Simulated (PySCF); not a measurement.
**In2 (charge +1, doublet): density, localisation and related maps**

```yaml
atoms:
  - { symbol: In, position_ang: [0.0000, 0.0000, -1.7870] }
  - { symbol: In, position_ang: [0.0000, 0.0000, 1.7870] }
```

Core potentials replace the inner electrons of In.

Level of theory: PySCF 2.14.0, PBE0/def2-SVP, non-relativistic Hamiltonian with scalar-relativistic core potentials where named, at a bond length of 3.574 Å.

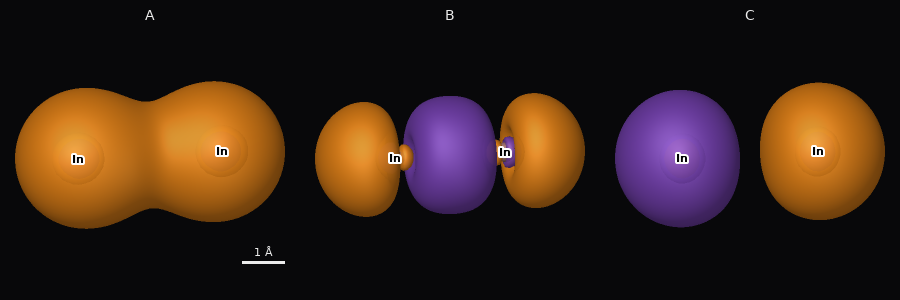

Figure 1. Three frontier β-spin orbitals, each drawn at the value that holds 80 % of its norm (orange and purple are the two phases), in no order; of a degenerate pair one member is drawn.

Name the orbitals and rank them from lowest to highest energy.

Orbital A: σg, occupied in this spin, −14.33 eV; with no node between the nuclei.
Orbital C: σu, occupied in this spin, −13.14 eV; antibonding, with a node between the atoms.
Orbital B: σg, empty in this spin, −6.65 eV; with no node between the nuclei.

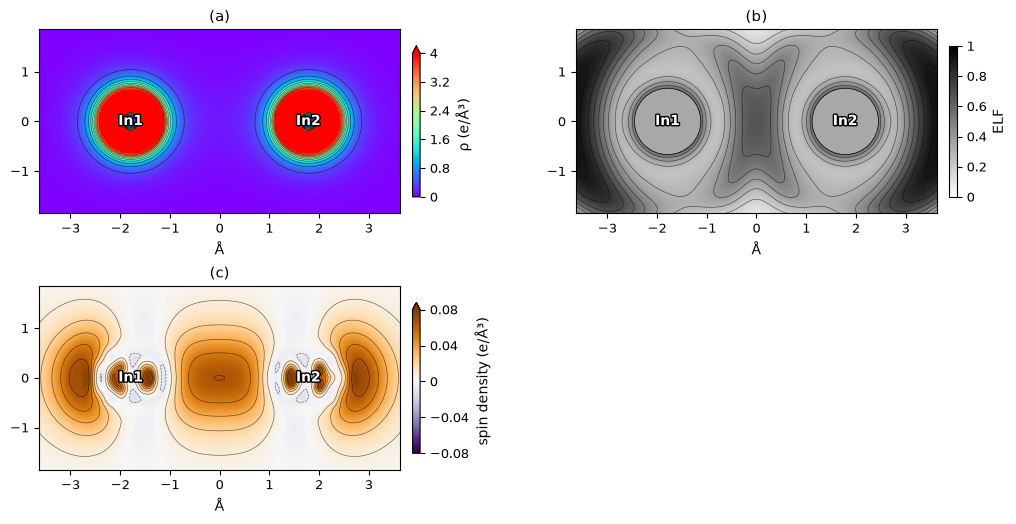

Figure 2. (a) electron density; (b) electron localisation function; (c) spin density (α minus β) on a plane that holds the molecular axis. Grey discs cover the atomic cores in the ELF map.

What do the fields say about this system?

- Atoms in the plane: In.
- In–In (3.57 Å): ρ at the midpoint is about 0.13 e/Å³; the ELF peaks at about 0.65 between the atoms.
- The unpaired spin (1 electron) lies mostly on In1 (about 0.5) and In2 (about 0.5), in electrons by Hirshfeld's partition.
